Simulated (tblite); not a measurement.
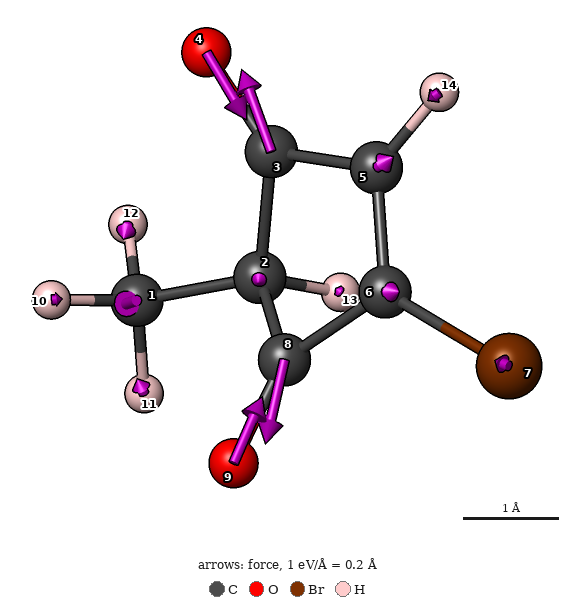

Starting geometry of C6H5BrO2 with the computed forces as purple arrows. A ball-and-stick model, seen from a free direction.

Method: tblite, GFN2-xTB geometry optimisation, gas phase. 

> What follows when this structure is relaxed?

It isn't relaxed: the largest force vector, on C atoms, is 4.78 eV/Å. The final displacements have little in common with the starting forces (cosine between the two patterns 0.13). O9 moves most after the best rigid fit: 1.10 Å. Largest moves by element: O 1.10 Å, Br 0.80 Å, H 0.63 Å, C 0.48 Å. Some distances before and after: C6–Br7 1.935 → 1.866 Å, C3–O4 1.264 → 1.202 Å, C1–C2 1.473 → 1.532 Å, C1–H11 1.126 → 1.087 Å. Bond angles that change, for instance: C3–C2–C8 96.9° → 104.6°, C2–C1–H10 117.6° → 110.4°, Br7–C6–C8 126.4° → 120.4°. Groups turn about C2–C3 by about 40°, C2–C8 by about 40°, C6–C8 by about 25°. The energy falls by 70.5 kJ/mol in 54 geometry steps.
